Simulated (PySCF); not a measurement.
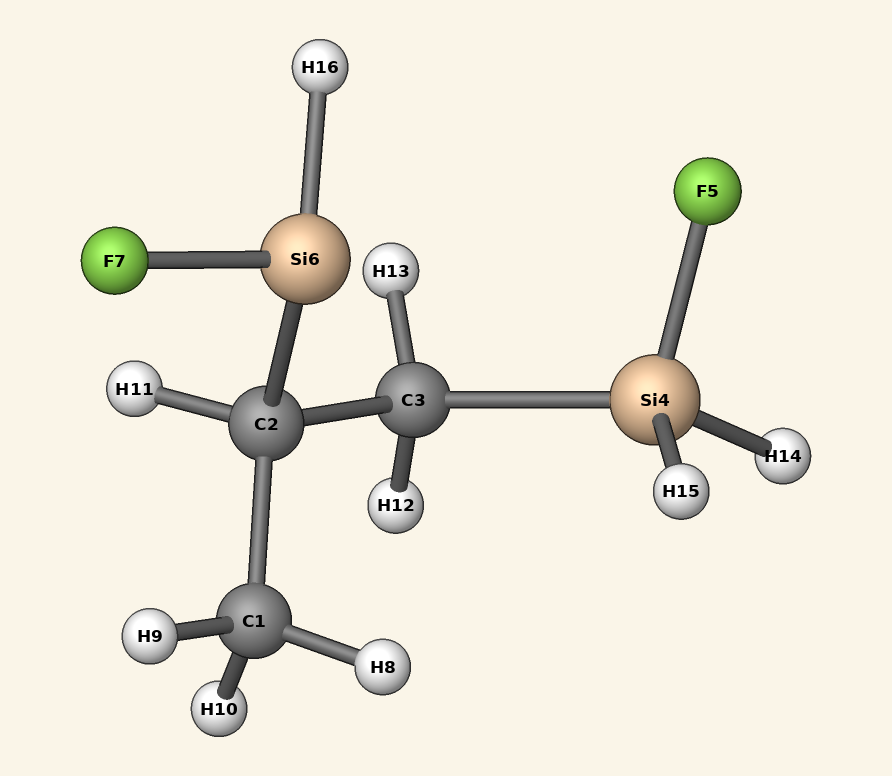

The questions are on Mulliken spin populations. The species is neutral and a spin doublet. Computed geometry: GFN2-xTB optimisation. No frequency run is at hand to confirm it as a minimum. Properties computed with UKS B3LYP, pcH-1 on C F H Si, non-relativistic (PySCF 2.14.0).

List the Mulliken spin populations.

```json
{"atom": "C1", "value (e)": "−0.01"}
{"atom": "C2", "value (e)": "0.06"}
{"atom": "C3", "value (e)": "−0.01"}
{"atom": "Si4", "value (e)": "0.02"}
{"atom": "F5", "value (e)": "0.00"}
{"atom": "Si6", "value (e)": "0.81"}
{"atom": "F7", "value (e)": "0.04"}
{"atom": "H8", "value (e)": "0.00"}
{"atom": "H9", "value (e)": "0.00"}
{"atom": "H10", "value (e)": "0.00"}
{"atom": "H11", "value (e)": "0.02"}
{"atom": "H12", "value (e)": "0.00"}
{"atom": "H13", "value (e)": "0.00"}
{"atom": "H14", "value (e)": "0.00"}
{"atom": "H15", "value (e)": "0.00"}
{"atom": "H16", "value (e)": "0.05"}
```

Mulliken values depend strongly on the basis set. The geometry is semi-empirical. Around Si such bond lengths and angles can be off by a tenth of an ångström or more and by several degrees, and values that hang on the shape move with them.
